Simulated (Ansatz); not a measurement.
# CH7BSSi: up Jacob's ladder to CCSD(T)

Aim: compute CH7BSSi with functionals from several rungs and with coupled cluster, and see how far each lands from CCSD(T) at the basis-set limit for the atomisation energy.

The runs use Ansatz 0.2.0, Gaussian basis; functionals in def2-TZVPP, the program's frozen cores in correlated methods.

Plan: LDA (SPW92), PBE-D4, revPBE-D4, BLYP-D4, r2SCAN-D4, B97M-V, PBE0-D4, B3LYP-D4, r2SCANh-D4, r2SCAN0-D4, HSE06-D4, BHLYP-D4, CAM-B3LYP-D4, LC-ωPBE, ωB97X-V, ωB97M-V, B2PLYP, PBE-QIDH; CCSD(T)/def2-SVP; CCSD(T)/def2-TZVPP; MP2/def2-QZVPP; extrapolation to the limit; RPA on PBE.

## 1. The relaxed structure

The geometry comes from an earlier relaxation with PBE0-D4 in a triple-zeta def2 set; it is a stationary point, not always the lowest conformer.

SMILES `BS[SiH2]C`, 11 atoms, charge 0, spin multiplicity 1.

Atoms are counted from 1 here; the program's logs count them from 0.

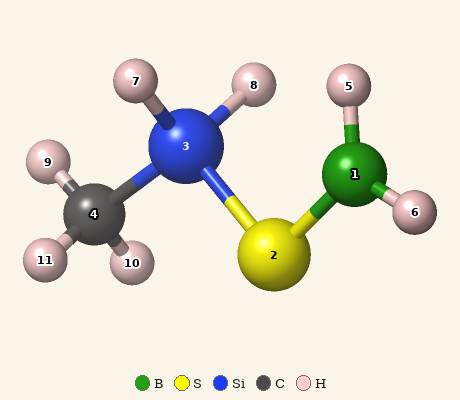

The structure; boron green, sulfur yellow, silicon blue, carbon dark grey, hydrogen pink; atoms are numbered from 1 in the order of the file.

## 2. LDA

This LDA is Slater exchange with PW92 correlation.

The input, in.yaml:

```yaml
crystal:
  periodic: [false, false, false]
  atoms:
    - {symbol: B, position_ang: [-0.964231, 2.311847, 0.706746]}
    - {symbol: S, position_ang: [0.274441, 1.542013, -0.302194]}
    - {symbol: Si, position_ang: [-0.117508, -0.538332, 0.140915]}
    - {symbol: C, position_ang: [1.082331, -1.573729, -0.838101]}
    - {symbol: H, position_ang: [-1.712024, 1.663369, 1.375608]}
    - {symbol: H, position_ang: [-1.016560, 3.503087, 0.686931]}
    - {symbol: H, position_ang: [0.052908, -0.750481, 1.600779]}
    - {symbol: H, position_ang: [-1.522369, -0.843062, -0.231329]}
    - {symbol: H, position_ang: [0.915346, -2.635738, -0.641253]}
    - {symbol: H, position_ang: [0.959843, -1.401707, -1.909643]}
    - {symbol: H, position_ang: [2.113122, -1.334369, -0.567958]}
basis:
  gaussian: {orbitals: def2-TZVPP}
hamiltonian: {xc: lda}
output: {orbitals: {seedname: orbitals}}
```

On the command line:

```bash
ansatz run in.yaml --threads 2 --pin off --events-out ev --progress --plain --max-ram 4352MiB
```

Further steps of the session: PBE-D4 (GGA); revPBE-D4 (GGA); BLYP-D4 (GGA); r2SCAN-D4 (meta-GGA); B97M-V (meta-GGA); PBE0-D4 (hybrid); B3LYP-D4 (hybrid); r2SCANh-D4 (hybrid); r2SCAN0-D4 (hybrid); HSE06-D4 (hybrid); BHLYP-D4 (hybrid); CAM-B3LYP-D4 (range-separated); LC-ωPBE (range-separated); ωB97X-V (range-separated); ωB97M-V (range-separated); B2PLYP (double hybrid); PBE-QIDH (double hybrid); CCSD(T) in def2-SVP; CCSD(T) in def2-TZVPP; MP2 in def2-QZVPP; RPA on PBE orbitals.

Before running them: what should the planned runs give, taken together? Wanted: atomisation energy, CCSD(T)/CBS; farthest beyond LDA; mean size of error, GGA; mean size of error, meta-GGA; mean size of error, hybrid; mean size of error, range-separated; mean size of error, double hybrid; gap, smallest and largest; T1 diagnostic.

As calculated:

| quantity | value |
| --- | --- |
| atomisation energy, CCSD(T)/CBS | 903.3 kcal/mol |
| functionals within 4.5 kcal/mol (0.5 %) | PBE0-D4, B3LYP-D4, r2SCANh-D4, r2SCAN0-D4, HSE06-D4, CAM-B3LYP-D4, PBE-QIDH |
| farthest beyond LDA | BHLYP-D4 (-10.6 kcal/mol) |
| mean size of error, GGA | 7.2 kcal/mol |
| mean size of error, meta-GGA | 7.7 kcal/mol |
| mean size of error, hybrid | 3.3 kcal/mol |
| mean size of error, range-separated | 5.5 kcal/mol |
| mean size of error, double hybrid | 5.5 kcal/mol |
| gap, smallest and largest | 4.48 eV (LDA (SPW92)), 11.53 eV (LC-ωPBE) |
| T1 diagnostic | 0.0131 |
| triples share of the correlation energy | 4.0 % |

In words: The LDA atomisation energy is off by 105.3 kcal/mol (12 %): it overbinds. PBE-D4 is off by +6.5 kcal/mol. Double hybrids carry the basis error of their MP2 part in triple zeta, and no dispersion term here, so their miss is partly the set-up's. Taken by rung, hybrid functionals do best (3.3 kcal/mol on average) and meta-GGA ones worst beyond LDA (7.7 kcal/mol). The gap between the best rungs is small, so their order is not settled. The reference freezes the cores and leaves out relativity and excitations past (T), so misses under about 4.5 kcal/mol can't be ranked. Hartree-Fock recovers 77 % of the binding; the rest is correlation. CCSD(T) in def2-SVP is off by -48.5 kcal/mol, worse than the median functional, from the basis alone. Orbital gaps span 4.5 to 11.5 eV; exact exchange widens them.
